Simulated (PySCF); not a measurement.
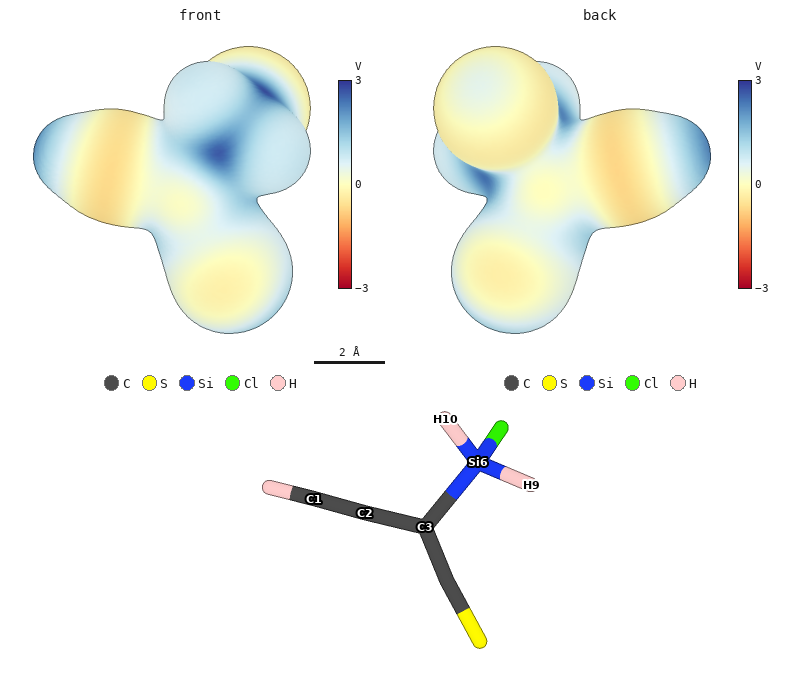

*C₄H₃ClSSi (SMILES C#CC(=C=S)[SiH2]Cl). The electrostatic potential painted on the density surface at 0.004 e/bohr³, seen from the front and from behind; the colour scale runs from red (negative) to blue (positive). The bare structure is drawn below in the same view.*

Geometry: GFN2-xTB.

Theory: CAM-B3LYP/def2-SVPD, SCF density, gas phase in PySCF 2.14.0.

```yaml
atoms:
  - { symbol: C, position_ang: [2.3779, 0.1090, 0.8729] }
  - { symbol: C, position_ang: [1.2845, 0.3165, 0.4213] }
  - { symbol: C, position_ang: [-0.0078, 0.5127, -0.0961] }
  - { symbol: C, position_ang: [-0.4366, 1.6163, -0.6368] }
  - { symbol: S, position_ang: [-1.1030, 2.8553, -1.3014] }
  - { symbol: Si, position_ang: [-1.1900, -0.9866, -0.0314] }
  - { symbol: Cl, position_ang: [-0.8181, -2.1668, -1.6168] }
  - { symbol: H, position_ang: [3.3389, -0.0486, 1.2606] }
  - { symbol: H, position_ang: [-2.5627, -0.5017, -0.0946] }
  - { symbol: H, position_ang: [-0.8742, -1.7014, 1.1997] }
```

**Which sites attract a positive test charge, and which a negative one?**

A positive charge is drawn to the negative regions and a negative charge to the positive ones. The most negative region (about −0.7 V, or −16 kcal/mol for a unit charge) lies over C1 and C2, the most positive (about +2.5 V, or +58 kcal/mol for a unit charge) over Si6. Cl7 shows a σ-hole: about +0.5 V, or +12 kcal/mol for a unit charge at the tip opposite its bond, against about −0.2 V on its flanks.

**What dipole moment does the calculation give?**

Its dipole moment is 1.04 D.
